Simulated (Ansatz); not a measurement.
## AlHF₄: a changed input and its effect

System: AlHF₄.
Method of the first run: RHF-MP2, frozen core/def2-SVPD (Ansatz 0.2.0).

Text and figures count atoms from 1; the logs count them from 0 in places.

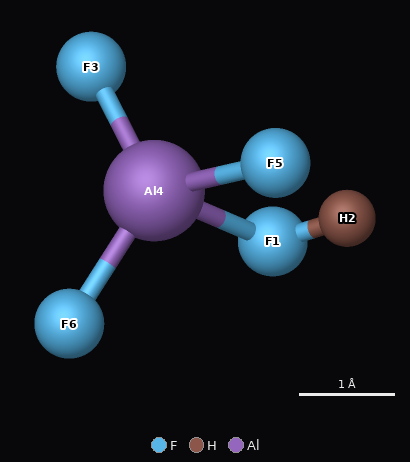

The structure (ball-and-stick view, seen at a tilt; atoms are numbered from 1 in the order of the input). Sticks mark near contacts. Bond lengths as drawn: Al–F 1.67 to 1.78 Å and F–H 0.94 Å.

Input file, the first run:
```yaml
crystal:
  periodic: [false, false, false]
  atoms:
    - { symbol: F, position_ang: [-0.043197, 0.263753, -1.147882] }
    - { symbol: H, position_ang: [0.554356, -0.427121, -1.369248] }
    - { symbol: F, position_ang: [0.693121, 1.463984, 1.125724] }
    - { symbol: Al, position_ang: [-0.119599, 0.091012, 0.622068] }
    - { symbol: F, position_ang: [0.772313, -1.331876, 0.407061] }
    - { symbol: F, position_ang: [-1.768515, -0.04092, 0.872858] }
basis:
  gaussian: { orbitals: def2-SVPD }
hamiltonian:
  xc: hf
output:
  forces: true
correlation:
  method: mp2
```

Launched with:
```bash
ansatz run input.yaml --threads 1 --pin off --max-ram 2560MiB --backend cpu --events-out ev --progress --plain --runs-dir out
```

Hardware: 1 thread of Arm Neoverse N1, 98 GiB of memory available, shared host.

Output (the first run):
```
Engine: ansatz 0.2.0, aarch64-unknown-linux-gnu
Functional definition: HF
  exchange = exact_x
  correlation = 0
1175 factors; integrals over basis functions are off by at most 8.7e-4 eV
mean field evaluation 1: about -17414.9783 eV, gradient 4.9e1 eV
mean field evaluation 2: about -17414.9881 eV, gradient 4.9e1 eV
mean field evaluation 4: about -17418.8408 eV, gradient 2.2e0 eV
mean field evaluation 8: about -17418.8549 eV, gradient 2.1e-1 eV
mean field -17418.85505659 eV, -640.1311164056 hartree, gradient 1.6e-6 eV, S^2 0.000000; 0 other end points of the search recorded, 0 dependent functions left out
9 core orbitals not correlated: weight in the atoms' cores, before any rotation towards them, 1.000 or more for the frozen orbitals, at most 0.000 for the correlated occupied ones
reference -17418.85505659 eV, -640.1311164056 hartree; 16, 16 occupied and 99, 99 virtual orbitals, 1175 factors
second order -23.54971415 eV of doubles, -0.00000000 eV of singles
the calculation of the forces begins
Total energy: -17442.40477074 eV, -640.9965524380 hartree
Atom 0 at    -0.043197     0.263753    -1.147882 Å, force    -0.046118     0.583419    -2.297636 eV/Å
Atom 1 at     0.554356    -0.427121    -1.369248 Å, force     0.192635    -0.350094    -0.258224 eV/Å
Atom 2 at     0.693121     1.463984     1.125724 Å, force     0.072161     0.020788     0.167885 eV/Å
Atom 3 at    -0.119599     0.091012     0.622068 Å, force    -0.431654     0.098619     2.079626 eV/Å
Atom 4 at     0.772313    -1.331876     0.407061 Å, force     0.272503    -0.313180     0.150513 eV/Å
Atom 5 at    -1.768515    -0.040920     0.872858 Å, force    -0.059527    -0.039552     0.157835 eV/Å
Dipole moment:     0.235843    -0.171895    -0.672727 e Å
```

For the second run the input was changed thus:
```diff
-    - { symbol: F, position_ang: [-0.043197, 0.263753, -1.147882] }
-    - { symbol: H, position_ang: [0.554356, -0.427121, -1.369248] }
+    - { symbol: F, position_ang: [-0.004266, 0.351773, -2.049761] }
+    - { symbol: H, position_ang: [0.642668, -0.313655, -2.198295] }
```

How does the second run compare with the first run?

With the same method and basis, the second run lies 3.7 kcal/mol higher. The largest force goes from 2.371 to 0.900 eV/Å.

Output (the second run):
```
Engine: ansatz 0.2.0, aarch64-unknown-linux-gnu
Functional definition: HF
  exchange = exact_x
  correlation = 0
1175 factors; integrals over basis functions are off by at most 9.5e-4 eV
mean field evaluation 1: about -17414.4309 eV, gradient 5.0e1 eV
mean field evaluation 2: about -17414.4532 eV, gradient 5.0e1 eV
mean field evaluation 4: about -17418.5367 eV, gradient 2.1e0 eV
mean field evaluation 8: about -17418.5591 eV, gradient 2.2e-1 eV
mean field -17418.55927795 eV, -640.1202467412 hartree, gradient 5.7e-7 eV, S^2 0.000000; 0 other end points of the search recorded, 0 dependent functions left out
9 core orbitals not correlated: weight in the atoms' cores, before any rotation towards them, 1.000 or more for the frozen orbitals, at most 0.000 for the correlated occupied ones
reference -17418.55927795 eV, -640.1202467412 hartree; 16, 16 occupied and 99, 99 virtual orbitals, 1175 factors
second order -23.68617558 eV of doubles, -0.00000000 eV of singles
the calculation of the forces begins
mean field evaluation 16: about -17418.5593 eV, gradient 5.7e-7 eV
Total energy: -17442.24545353 eV, -640.9906976385 hartree
Atom 0 at    -0.004266     0.351773    -2.049761 Å, force     0.428517    -0.495698     0.616448 eV/Å
Atom 1 at     0.642668    -0.313655    -2.198295 Å, force    -0.374281     0.348547    -0.045093 eV/Å
Atom 2 at     0.693121     1.463984     1.125724 Å, force    -0.068898    -0.058951    -0.272985 eV/Å
Atom 3 at    -0.119599     0.091012     0.622068 Å, force     0.106919    -0.360946     0.210960 eV/Å
Atom 4 at     0.772313    -1.331876     0.407061 Å, force    -0.227794     0.491674    -0.273829 eV/Å
Atom 5 at    -1.768515    -0.040920     0.872858 Å, force     0.135537     0.075374    -0.235501 eV/Å
Dipole moment:     0.236975    -0.156870    -0.491601 e Å
```

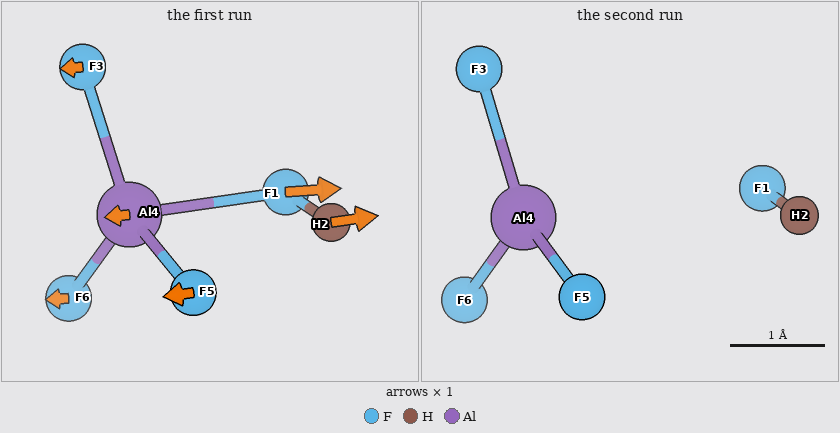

The two input geometries at one scale (ball-and-stick view, seen at a tilt). The orange arrows on the first give the shifts of the atoms after the best rigid fit, at true length. The atom that moves furthest after the best rigid fit is F1 (0.62 Å). Largest moves by element: F 0.62 Å, H 0.53 Å, Al 0.29 Å. Among the contacts that change: F1–Al4 1.780 → 2.687 Å.

The two runs side by side:

```tsv
quantity	the first run	the second run
outcome	converged	converged
total energy (hartree)	−640.996552	−640.990698
largest force (eV/Å)	2.371	0.900
wall time (shared host)	12 s	11 s
```
